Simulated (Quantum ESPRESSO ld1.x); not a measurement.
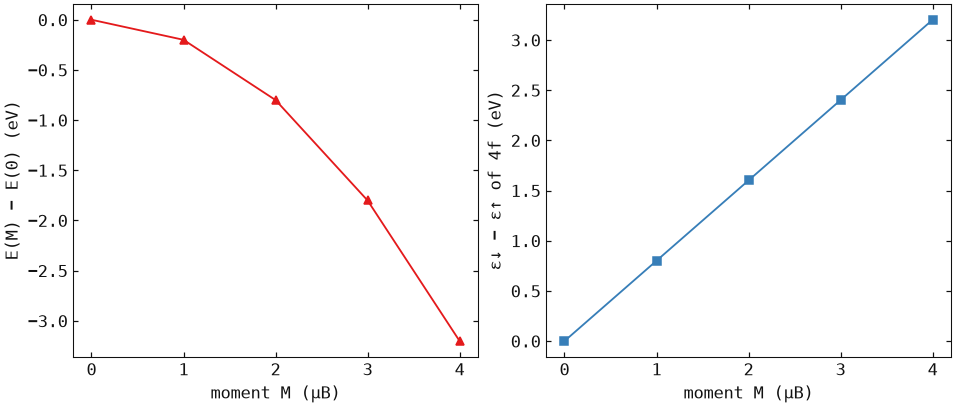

For Ho³⁺ in [Xe] 4f10, the spin moment of the 4f shell is fixed at a series of values. Level of theory: non-relativistic Kohn-Sham, LDA (Slater exchange, Perdew-Wang correlation), spin-polarised, spherical densities, point nucleus. Computed with Quantum ESPRESSO ld1.x 7.5. The plot shows the energy and the exchange splitting.

> Describe both curves.

The energy falls with the moment, to −3.20 eV at M = 4 μB, the largest moment run, in line with Hund's first rule (at fractional spins the functional's fractional-spin error adds to the fall). A fit E = −I M²/4 gives an exchange integral I of about 0.80 eV, and the exchange splitting grows nearly in proportion to M, to 3.20 eV (0.80 eV per μB).
